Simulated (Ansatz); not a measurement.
Energy landscape of H2Mg, singlet: map of symmetric stretch and bend. Scanned: Mg-H bond length and H-Mg-H angle.

Cartesian coordinates as functions of the variables (Å; names that start with a are angles):
```
Mg  0  0  0
H  r*sin(a/2)  0  r*cos(a/2)
H  -r*sin(a/2)  0  r*cos(a/2)
```

Computed with CCSD on RHF/def2-SVP, frozen core in Ansatz (a first-principles code).

Energy in kcal/mol above the lowest grid point; x is the Mg-H bond length (Å), y the H-Mg-H angle (°).

| y \ x | 1.45 | 1.54 | 1.64 | 1.72 | 1.78 | 1.89 | 1.98 | 2.05 | 2.16 | 2.23 | 2.31 |
|---|---|---|---|---|---|---|---|---|---|---|---|
| 180 | 19.8 | 7.4 | 1.0 | 0.0 | 1.0 | 5.8 | 11.7 | 17.1 | 26.5 | 32.8 | 40.2 |
| 171.67 | 20.1 | 7.6 | 1.2 | 0.2 | 1.3 | 6.1 | 11.9 | 17.3 | 26.7 | 33.0 | 40.3 |
| 159.01 | 21.7 | 9.1 | 2.7 | 1.6 | 2.6 | 7.3 | 13.2 | 18.5 | 27.8 | 34.1 | 41.3 |
| 150.54 | 23.5 | 10.9 | 4.3 | 3.2 | 4.2 | 8.8 | 14.6 | 19.9 | 29.1 | 35.3 | 42.5 |
| 138.47 | 27.2 | 14.5 | 7.8 | 6.6 | 7.4 | 11.9 | 17.5 | 22.7 | 31.7 | 37.8 | 44.8 |
| 127.80 | 31.7 | 18.9 | 12.0 | 10.6 | 11.4 | 15.6 | 21.0 | 26.0 | 34.8 | 40.7 | 47.5 |
| 120.04 | 35.7 | 22.8 | 15.8 | 14.3 | 14.9 | 18.9 | 24.1 | 29.0 | 37.6 | 43.3 | 50.0 |
| 112.02 | 40.7 | 27.6 | 20.4 | 18.7 | 19.2 | 22.9 | 27.9 | 32.6 | 40.9 | 46.4 | 52.9 |
| 100.10 | 49.7 | 36.2 | 28.6 | 26.6 | 26.8 | 30.0 | 34.6 | 39.0 | 46.7 | 52.0 | 58.0 |
| 91.25 | 58.0 | 44.2 | 36.1 | 33.7 | 33.7 | 36.5 | 40.7 | 44.8 | 52.0 | 56.9 | 62.6 |
| 78.12 | 73.6 | 59.1 | 50.3 | 47.3 | 46.7 | 48.6 | 52.1 | 55.6 | 61.9 | 66.2 | 71.1 |
| 70 | 85.3 | 70.4 | 61.2 | 57.7 | 56.9 | 58.1 | 61.0 | 64.0 | 69.6 | 73.4 | 77.8 |

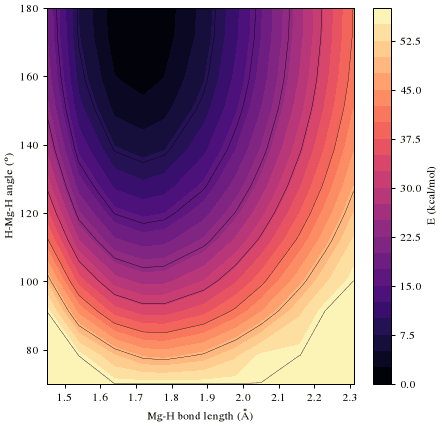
Figure: Energy surface, cut off at 56 kcal/mol.

Points that lie below all their neighbours on the grid: x = 1.72, y = 180 on the edge of the grid (0.0 kcal/mol).
